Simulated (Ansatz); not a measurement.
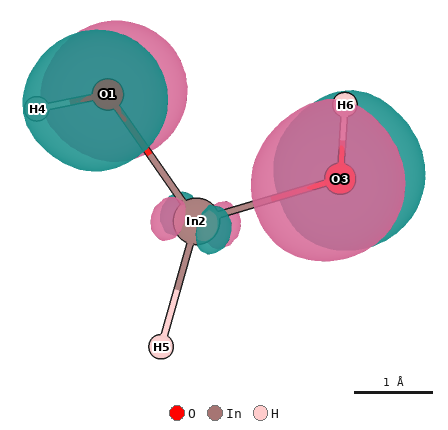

*H3InO2 (SMILES [OH][InH][OH]). The HOMO at ±0.1 Å⁻³ᐟ² (teal and pink are the two phases), seen at a tilt.*

Core potentials replace the inner electrons of In.

The calculation used RKS PBE0-D4/def2-SVP (Ansatz).

Input file:

```
crystal:
  periodic: [false, false, false]
  atoms:
    - { symbol: O, position_ang: [-1.0552, -1.6232, 0.2161] }
    - { symbol: In, position_ang: [0.4953, -0.1372, -0.7097] }
    - { symbol: O, position_ang: [1.5251, 0.1986, 0.5147] }
    - { symbol: H, position_ang: [-1.4157, -0.6589, 0.2766] }
    - { symbol: H, position_ang: [-0.4205, 1.4193, -1.4097] }
    - { symbol: H, position_ang: [0.9131, 0.7374, 1.0658] }
basis:
  gaussian: { orbitals: def2-SVP }
hamiltonian:
  xc: pbe0
  dispersion: d4
relax:
  f_tol: 0.015
  max_steps: 40
output:
  orbitals: {}
```

Command:

```sh
ansatz run input.yaml --threads 1 --pin off --max-ram 2048MiB --backend cpu --events-out ev --progress --plain --runs-dir out
```

The fields are those of the relaxed geometry.

Question: Where does this orbital lie, and at what energy?

Answer: Its weight (Hirshfeld) is mainly on O3 (about 50 %), O1 (about 35 %) and In2 (about 5 %); it changes sign across the molecular plane (π type). Its energy is −7.92 eV.
